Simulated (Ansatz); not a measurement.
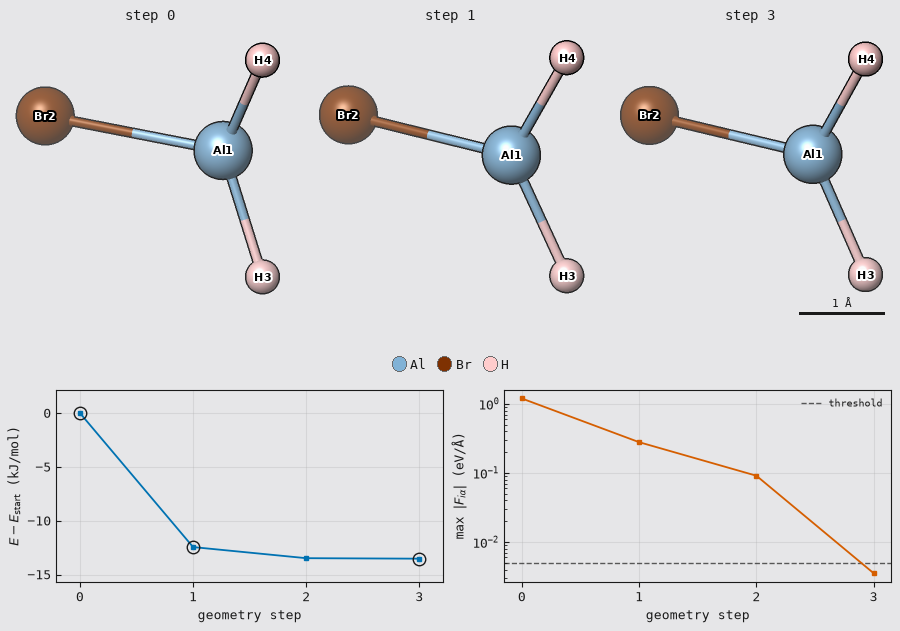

Frames of a relaxation of AlH2Br, marked on the history of the run. A ball-and-stick model, seen from a free direction.

It is one of the separated reactants of a reaction.

Computed with RKS PBE0-D4/def2-TZVP in Ansatz.

Input
```yaml
crystal:
  periodic: [false, false, false]
  atoms:
    - {symbol: Al, position_ang: [-0.253844, 0.284162, -0.588220]}
    - {symbol: Br, position_ang: [1.816125, -0.800028, -0.353891]}
    - {symbol: H, position_ang: [-1.379689, -0.593317, -1.250937]}
    - {symbol: H, position_ang: [-0.171906, 1.855764, -0.589164]}
basis:
  gaussian: {orbitals: def2-TZVP}
hamiltonian: {xc: pbe0, dispersion: d4}
relax: {f_tol: 0.005, max_steps: 200}
```

Launched with:
```bash
ansatz run in.yaml --threads 2 --pin off --events-out ev --progress --plain --max-ram 4352MiB
```

Question: What happens along the run?

Answer: After 3 geometry steps the energy has fallen by 13.5 kJ/mol. Largest force component: 1.2 eV/Å at the start, 0.0035 eV/Å at the end. Al1 moves most after the best rigid fit: 0.17 Å. By element the largest moves are Al 0.17 Å, H 0.06 Å, Br 0.05 Å. Some distances before and after: Al1–Br2 2.348 → 2.256 Å. Among the angles between lasting bonds that change: Br2–Al1–H3 114.5° → 117.5°. From step 0 to 1: Al1 moves most (0.20 Å), energy −12.5 kJ/mol. From step 1 to 3: Al1 moves most (0.03 Å), energy −1.08 kJ/mol.
